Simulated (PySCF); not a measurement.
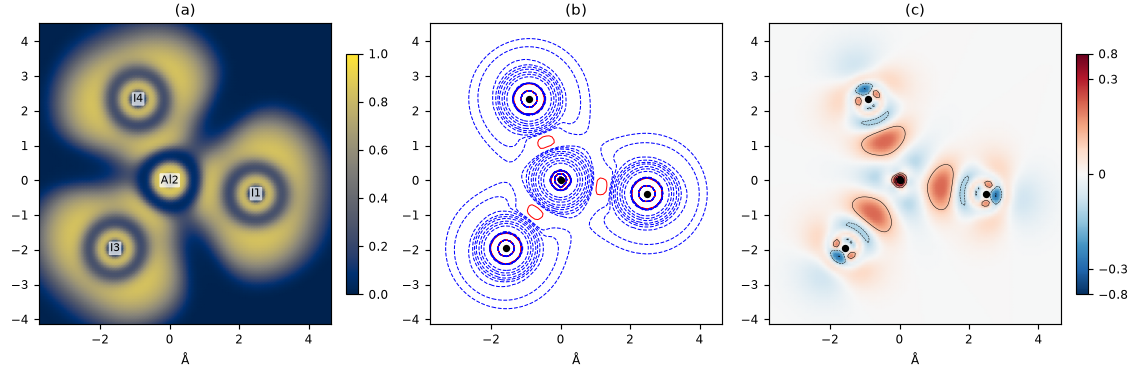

Figure. AlI$_{3}$, SMILES `I[Al](I)I`. Three fields in the molecular plane. (b): solid red lines positive, dashed blue lines negative. (c): red positive, blue negative.

Method: PBE/def2-TZVP; geometry: GFN2-xTB; program: PySCF. Core potentials replace the inner electrons of I; spin–orbit coupling isn't included. No frequency check shows the geometry to be a minimum. GFN2-xTB bond lengths at metals and heavier atoms can be off by up to 0.1 Å and shapes distorted, which carries into these values.

The calculation's input:

```python
import numpy as np
from pyscf import gto, scf, dft
from pyscf.scf import atom_ks, atom_hf
from scipy.linalg import block_diag

def solve(mol, dm0=None, hcore=None):
    mf = (dft.UKS if mol.spin else dft.RKS)(mol, xc='pbe')
    mf.grids.level = 3
    mf = mf.density_fit(auxbasis='def2-universal-jkfit')
    mf.conv_tol, mf.max_cycle = 1e-8, 80
    if hcore is not None:
        mf.get_hcore = lambda *args: hcore
    mf.kernel(dm0)
    if not mf.converged:
        mf = mf.newton().run(mf.mo_coeff, mf.mo_occ, max_cycle=30)
    assert mf.converged, 'SCF not converged'
    return mf

mol = gto.M(atom='''
I     -1.82815    -1.72316     0.00000
Al    -0.00074     0.00000     0.00000
I     -0.57813     2.44485     0.00000
I      2.40646    -0.72170     0.00000
''', basis='def2-tzvp', ecp={'I': 'def2-tzvp'}, charge=0, spin=0, verbose=4)
mf = solve(mol)
mf.analyze()
# spherically averaged free atoms, for the promolecule
atom_ks.AtomSphAverageRKS.init_guess_by_vsap = lambda self, mol=None: self.init_guess_by_minao(mol)  # core potentials
atm = atom_ks.get_atm_nrks(mol, xc='pbe')
pro = block_diag(*[(atm[a[0]][2] * atm[a[0]][3]) @ atm[a[0]][2].T for a in mol._atom])
np.savez('result.npz', e=mf.e_tot, c=mf.mo_coeff, occ=mf.mo_occ, eps=mf.mo_energy, pro=pro, dip=mf.dip_moment(verbose=0), s2=mf.spin_square()[0])
```

Launched as:

```sh
OMP_NUM_THREADS=1 python input.py
```

The run took 36 s on 1 thread of Arm Neoverse V1 (shared host), peak memory 0.62 GiB.

Partitions, critical points and surface values were worked out afterwards from this run's density.

**The panels show, in some order, the negative Laplacian of the density (−∇²ρ), deformation density and electron localisation function (ELF). Which is which?**

(a) is the electron localisation function (ELF): it runs from 0 to 1 and is close to 1 over wide basins that fill the valence regions. (b) is the negative Laplacian of the density (−∇²ρ): shells alternate in sign around each nucleus and valence concentrations outline the bonding and non-bonding pairs. (c) is the deformation density: it has both signs, with gains where valence electrons gather and losses around them.
